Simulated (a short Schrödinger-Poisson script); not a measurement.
System: symmetric double-gate stack, SiO2 on p-type GaAs, at 400 K.

| layer | material | thickness (nm) | Na (cm⁻³) |
|---|---|---|---|
| 1 | SiO2 | 1.8 | - |
| 2 | GaAs | 5 | 1e16 |
| 3 | SiO2 | 1.8 | - |

Constants are typed, rounded textbook-type inputs, not results; the design itself was drawn at random and stands for no fabricated device. SiO2: permittivity 3.9, conduction-band edge (eV) 3.17, gap (eV) 9, electron mass (mₑ) 0.5. GaAs: permittivity 12.9, conduction-band edge (eV) 0, gap (eV) 1.424, Nv at 300 K (cm⁻³) 9e18.

Channel valleys (confinement mass, in-plane density-of-states mass, number): Γ 0.067, 0.067, 1. At the gates, both at one voltage, the conduction-band edge of layer 1 lies 3.49 eV − eVg above the Fermi level of the channel. Gaps are held at their typed values at every temperature. Mesh 0.03 nm at interfaces.

Solved with a short Schrödinger-Poisson script written for these runs: 1D Poisson equation in equilibrium, electrons quantum, Hartree (BenDaniel-Duke, 12 states a valley, the channel's in-plane mass for all, wave functions free to enter the dielectric), parabolic valleys, classical holes, full ionisation, no traps, pinning or gate leakage.

Only gate voltages with over 1e8 electrons/cm² are shown.

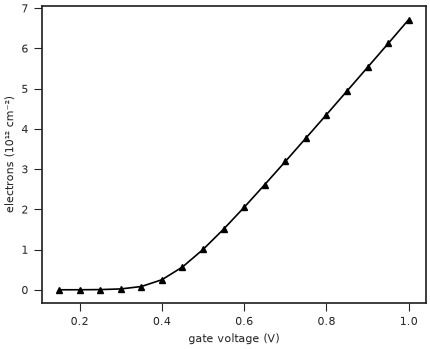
Figure. Sheet density against gate voltage

```csv
Vg (V),electrons (cm⁻²),C (μF/cm²),Γ E0 (meV),Γ E1 (meV)
0.15,2.90e8,< 0.003,279.5,646.8
0.2,1.23e9,0.00581,229.6,596.9
0.25,5.22e9,0.0244,179.8,547.1
0.3,2.16e10,0.0975,130.6,497.8
0.35,8.18e10,0.331,83.6,450.7
0.4,2.50e11,0.783,41.9,408.6
0.45,5.68e11,1.24,7.7,373.5
0.5,1.00e12,1.53,-20.8,343.9
0.55,1.51e12,1.69,-45.8,317.6
0.6,2.05e12,1.78,-68.9,293.1
0.65,2.61e12,1.83,-91.0,269.6
0.7,3.19e12,1.85,-112.6,246.5
0.75,3.77e12,1.87,-133.9,223.7
0.8,4.35e12,1.88,-155.1,201.1
0.85,4.94e12,1.88,-176.1,178.6
0.9,5.53e12,1.89,-197.1,156.2
0.95,6.12e12,1.90,-218.0,133.9
1,6.72e12,1.92,-238.6,111.8
```

Subbands count from the Fermi level. The capacitance is that of both gates.

Above a few 1e12 electrons/cm² a light Γ valley is non-parabolic and upper valleys begin to fill, which the model leaves out.
